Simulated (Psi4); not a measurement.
# CH6N2 (methylhydrazine): HF/3-21G

Aim: the energy change on altering one bond length of CH6N2 (methylhydrazine) at HF/3-21G, from 2 runs. 

The calculation is run with Psi4 1.11.

1 further run of the same task is left out (set aside as unsound or not needed).

**1. Starting point**

The species is CH6N2 (9 atoms), meant as a singlet with charge 0. As SMILES, `CNN`. The shape is that of a PBE0-D4/def2-TZVP optimisation. This is one conformer, not always the lowest.

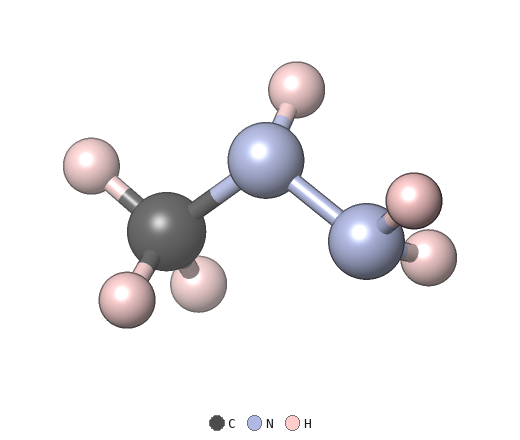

The structure, seen from a chosen angle (carbon dark grey, nitrogen light blue, hydrogen pink).

**2. The energy at HF/3-21G**

Contents of input.dat:

```
memory 1600 mb

molecule {
  0 1
  C
  N 1 R2
  N 2 R3 1 A3
  H 1 R4 2 A4 3 D4
  H 1 R5 4 A5 2 D5
  H 1 R6 5 A6 4 D6
  H 2 R7 3 A7 1 D7
  H 3 R8 2 A8 7 D8
  H 3 R9 8 A9 2 D9

  R2 = 1.444594
  R3 = 1.41167
  A3 = 110.56267
  R4 = 1.102046
  A4 = 114.00478
  D4 = -57.66969
  R5 = 1.092808
  A5 = 108.32201
  D5 = 121.30493
  R6 = 1.090982
  A6 = 108.65465
  D6 = -116.94315
  R7 = 1.015253
  A7 = 111.4761
  D7 = -122.27278
  R8 = 1.017446
  A8 = 112.48951
  D8 = -38.6335
  R9 = 1.010701
  A9 = 108.65583
  D9 = -120.41336
  symmetry c1
}

set basis 3-21G
set puream true
set e_convergence 1e-09
set d_convergence 1e-08
set scf_type pk

E, wfn = energy("scf", return_wfn=True)
print_variables()
```

Started as:

```console
$ psi4 -n 1 input.dat output.dat
```

output.dat:

```text
[...]
  Running in c1 symmetry.
[...]
  Nuclear repulsion =   84.563469403257827
[...]
  Multiplicity = 1
[...]
  Nalpha       = 13
  Nbeta        = 13
[...]
    Number of basis functions: 39
[...]
   @RHF iter   1:  -149.30352303841369   -6.04067e-01   7.87112e-03 DIIS/ADIIS
[...]
   @RHF iter  11:  -149.36151659437513   -1.56319e-12   3.51519e-09 DIIS
[...]
    Orbital Energies [Eh]
    ---------------------
    Doubly Occupied:
       1A    -15.485436     2A    -15.477839     3A    -11.178341
       4A     -1.273146     5A     -1.046358     6A     -0.870170
       7A     -0.681602     8A     -0.662102     9A     -0.592730
      10A     -0.546135    11A     -0.517641    12A     -0.395191
      13A     -0.365297
[...]
  @RHF Final Energy:  -149.36151659437513
   => Energetics <=
    Nuclear Repulsion Energy =             84.5634694032578267
    One-Electron Energy =                -369.6659958998685624
    Two-Electron Energy =                 135.7410099022355894
    Total Energy =                       -149.3615165943751322
[...]
 Multipole Moments:
 ------------------------------------------------------------------------------------
     Multipole            Electronic (a.u.)      Nuclear  (a.u.)        Total (a.u.)
 ------------------------------------------------------------------------------------
 L = 1.  Multiply by 2.5417464519 to convert [e a0] to [Debye]
 Dipole X            :         -0.1955258            1.0582488            0.8627230
 Dipole Y            :         -0.1393950            0.2345728            0.0951779
 Dipole Z            :          1.5772570           -1.3280584            0.2491986
 Magnitude           :                                                    0.9030226
[...]
```

Run time: 2.5 s. Hardware: 1 thread of AMD EPYC 7R43 (Zen 3), shared host; peak memory 0.18 GiB.

**3. The distorted shape, same level**

Contents of input.in:

```
memory 1600 mb

molecule {
  C
  N 1 r2
  N 2 r3 1 a3
  H 1 r4 2 a4 3 d4
  H 1 r5 4 a5 2 d5
  H 1 r6 5 a6 4 d6
  H 2 r7 3 a7 1 d7
  H 3 r8 2 a8 7 d8
  H 3 r9 2 a9 7 d9

  r2 = 1.444594
  r3 = 1.41167
  a3 = 110.56267
  r4 = 1.102046
  a4 = 114.00478
  d4 = -57.66969
  r5 = 1.092808
  a5 = 108.32201
  d5 = 121.30493
  r6 = 1.090982
  a6 = 108.65465
  d6 = -116.94315
  r7 = 1.015253
  a7 = 111.4761
  d7 = -122.27278
  r8 = 1.5262
  a8 = 112.48952
  d8 = -38.63351
  r9 = 1.010701
  a9 = 108.71129
  d9 = 81.7479
  units angstrom
  symmetry c1
  no_reorient
  no_com
}

set {
  basis         3-21G
  puream        true
  e_convergence 1e-09
  d_convergence 1e-08
  scf_type      pk
}

energy('hf')
```

Started as:

```console
$ psi4 -n 1 input.in input.out
```

input.out:

```text
[...]
  Running in c1 symmetry.
[...]
  Nuclear repulsion =   82.793313391696628
[...]
  Multiplicity = 1
[...]
  Nalpha       = 13
  Nbeta        = 13
[...]
    Number of basis functions: 39
[...]
   @RHF iter   1:  -149.20324888051323   -8.25793e-01   7.99040e-03 ADIIS/DIIS
[...]
   @RHF iter  12:  -149.27596116212305   -6.96332e-12   9.12933e-09 DIIS
[...]
    Orbital Energies [Eh]
    ---------------------
    Doubly Occupied:
       1A    -15.525316     2A    -15.503353     3A    -11.184308
       4A     -1.272219     5A     -1.028901     6A     -0.869356
       7A     -0.683431     8A     -0.623885     9A     -0.577287
      10A     -0.526966    11A     -0.517157    12A     -0.400011
      13A     -0.352471
[...]
  @RHF Final Energy:  -149.27596116212305
   => Energetics <=
    Nuclear Repulsion Energy =             82.7933133916966284
    One-Electron Energy =                -366.0092284582356683
    Two-Electron Energy =                 133.9399539044159724
    Total Energy =                       -149.2759611621230533
[...]
 Multipole Moments:
 ------------------------------------------------------------------------------------
     Multipole            Electronic (a.u.)      Nuclear  (a.u.)        Total (a.u.)
 ------------------------------------------------------------------------------------
 L = 1.  Multiply by 2.5417464519 to convert [e a0] to [Debye]
 Dipole X            :         -0.8206007            1.4387595            0.6181588
 Dipole Y            :          0.2769726            0.0712661            0.3482388
 Dipole Z            :          1.5038586           -1.3121005            0.1917581
 Magnitude           :                                                    0.7349570
[...]
```

It took 2.4 s on 1 thread of AMD EPYC 7R43 (Zen 3), shared host; peak memory 0.18 GiB.

**4. Outcome**

Level: HF/3-21G.

```
                                                         quantity          value
                                        first shape: total energy  -149.36152 Eh
                                       first shape: dipole moment         2.30 D
                                         first shape: HOMO energy       -9.94 eV
                                         first shape: LUMO energy        7.07 eV
                                       first shape: HOMO–LUMO gap       17.01 eV
                                    distorted shape: total energy  -149.27596 Eh
                                   distorted shape: dipole moment         1.87 D
                                     distorted shape: HOMO energy       -9.59 eV
                                     distorted shape: LUMO energy        4.17 eV
                                   distorted shape: HOMO–LUMO gap       13.76 eV
energy change with the N3–H8 bond stretched from 1.017 to 1.526 Å       2.328 eV
```

With the N3–H8 bond stretched from 1.017 to 1.526 Å the energy rises by 2.33 eV (225 kJ/mol). The first shape isn't relaxed at this level, so the change isn't measured from a minimum.
